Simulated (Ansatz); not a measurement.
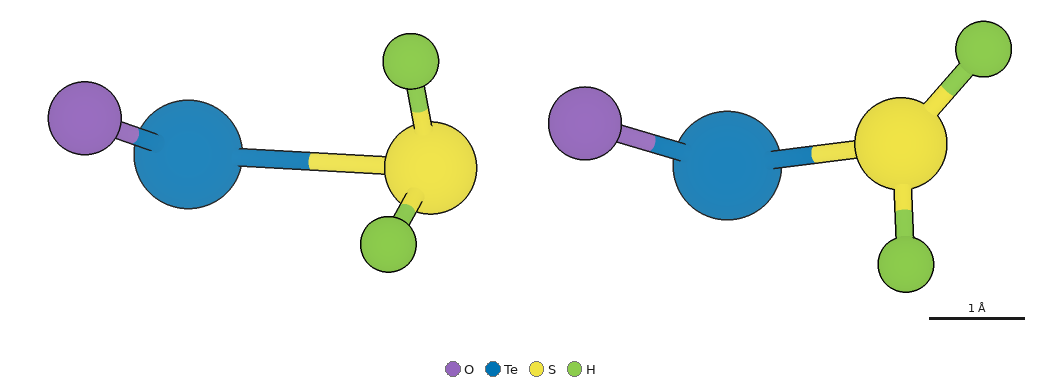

Two geometries of H2TeSO, drawn at one scale. One is the start of a relaxation, the other its converged end. The picture is a ball-and-stick view, seen at a tilt.

Method: Ansatz, RKS PBE-D4/def2-SVP. Settings: force threshold 0.03 eV/Å; at most 250 steps.

**Which one is relaxed?**

The left one is the relaxed one. It is one of the separated reactants of a reaction. After 11 accepted moves (12 points after the start) the energy has fallen by 1.508 eV. The largest force component goes from 2.8 to 0.02 eV/Å. The line search rejected the trial step at point 10 of the run. The S atom moves most after the best rigid fit: 0.66 Å. By element the largest moves are S 0.66 Å, H 0.58 Å, Te 0.30 Å, O 0.25 Å. Among the contacts that change: S–Te 2.358 → 2.891 Å, O–Te 1.960 → 1.888 Å, H–S 1.345 → 1.367 Å. Bond angles that change, for instance: Te–S–H 135.4° → 94.7°, H–S–H 126.2° → 91.5°, Te–S–H 98.3° → 95.1°.
